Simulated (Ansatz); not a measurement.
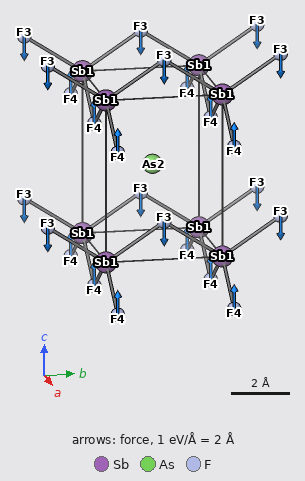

Starting geometry of a crystal of SbAsF$_{2}$ (a generated structure, set up in P-4m2) (coarse preliminary run) with the computed forces as blue arrows. Style: ball-and-stick. Shown: the cell of the calculation, slightly off an axis.

These are results of Ansatz, DFT PBE, scalar-relativistic, plane waves, PAW, not measurements.

The input:
```yaml
crystal:
  lattice:
    - [4.11451133, 0.0, 0.0]
    - [0.0, 4.11451133, 0.0]
    - [0.0, 0.0, 5.79701399]
  atoms:
    - { symbol: Sb, position: [0.0, 0.0, 0.0] }
    - { symbol: As, position: [0.5, 0.5, 0.5] }
    - { symbol: F, position: [0.0, 0.5, 0.23336537] }
    - { symbol: F, position: [0.5, 0.0, 0.76663463] }
basis:
  ecutwfc: 420
kpoints:
  mp_grid: { grid: [4, 4, 4] }
hamiltonian:
  xc: pbe
scf:
  occupations: { method: gaussian, width: 0.1 }
  lower_state_search: "off"
output:
  forces: true
  stress: true
  eigenvalues: true
relax:
  adjacent_minimum: "off"
  f_tol: 0.04
  max_steps: 70
  cell: { stress_tol: 0.4 }
```

Command:
```bash
ansatz run input.yaml --threads 1 --pin off --max-ram 2560MiB --backend cpu --events-out ev --progress --plain --runs-dir out
```

**Is this structure relaxed? If not, where do the atoms go?**

It isn't relaxed: the largest force vector, on F atoms, is 0.45 eV/Å. The atoms end up moving mostly along the starting forces (cosine between the two patterns 1.00). Over 18 accepted moves (22 points after the start) the energy falls by 286 meV per atom. The largest force component goes from 0.45 to under 0.0001 eV/Å. Pressure: −4.48 GPa at the start and 0.01 GPa at the end. The line search rejected the trial step at point 17 of the run. The SCF was repeated 3 times at an unchanged geometry on a basis and grid sized afresh for the cell, which shifted the energy by 7.7 meV per atom at most. The largest moves relative to the cell, 0.77 Å, are those of F3 and F4. F4 goes along +c. Sb and As stay in place. Cell: a = b 4.115 → 4.687 Å (+13.9 %), c 5.797 → 3.304 Å (−43.0 %). Volume −26.1 %. Near-neighbour distances that change, for instance: As2–As2 5.797 → 3.304 Å, Sb1–F3 2.462 → 2.343 Å. Among the angles between lasting bonds that change: F3–Sb1–F3 113.3° → 180.0°, Sb1–F3–Sb1 113.3° → 180.0°, F3–Sb1–F4 107.6° → 90.0°. The space group (tolerance 0.01 Å) goes from P-4m2 (No. 115) to P4/mmm (No. 123).

Limits of the set-up: the k-point mesh is coarse for a cell with partly filled bands.
